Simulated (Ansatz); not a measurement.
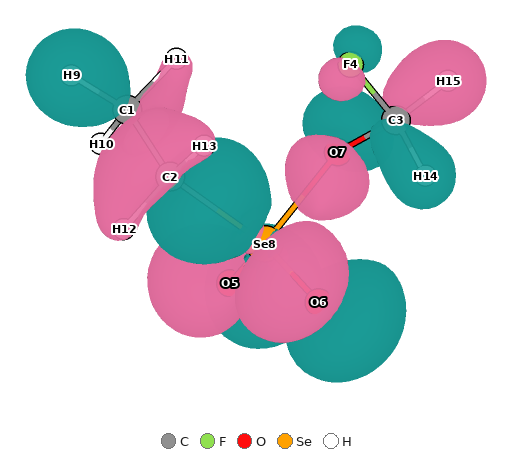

*C₃H₇FO₃Se (SMILES CC[Se](=O)(=O)OCF). One frontier orbital at ±0.08 Å⁻³ᐟ² (teal and pink are the two phases), seen across its widest extent.*

Geometry: PBE0-D3(BJ)/def2-SVP.

Method: isolated molecule in a Gaussian basis; Kohn-Sham density functional theory, functional PBE0 in Ansatz.

```yaml
atoms:
  - { symbol: C, position_ang: [1.4460, -3.4449, 0.5210] }
  - { symbol: C, position_ang: [2.3792, -2.5345, -0.2443] }
  - { symbol: C, position_ang: [0.9791, 0.5614, 0.4782] }
  - { symbol: F, position_ang: [1.7898, 0.0899, 1.4758] }
  - { symbol: O, position_ang: [0.3550, -2.1694, -2.2860] }
  - { symbol: O, position_ang: [2.3973, -0.2552, -2.0296] }
  - { symbol: O, position_ang: [0.3908, -0.4931, -0.1925] }
  - { symbol: Se, position_ang: [1.4066, -1.3506, -1.4134] }
  - { symbol: H, position_ang: [2.0358, -4.1427, 1.1333] }
  - { symbol: H, position_ang: [0.8149, -4.0278, -0.1644] }
  - { symbol: H, position_ang: [0.7960, -2.8622, 1.1879] }
  - { symbol: H, position_ang: [3.0614, -3.0685, -0.9236] }
  - { symbol: H, position_ang: [2.9612, -1.8509, 0.3900] }
  - { symbol: H, position_ang: [1.5949, 1.1778, -0.1977] }
  - { symbol: H, position_ang: [0.1602, 1.1405, 0.9320] }
```

> Which orbital is it: HOMO or LUMO?

The HOMO, at −9.07 eV. Its weight (Hirshfeld) is mainly on O6 (about 30 %), O5 (about 25 %), Se8 (about 10 %), C2 (about 10 %) and O7 (about 10 %).
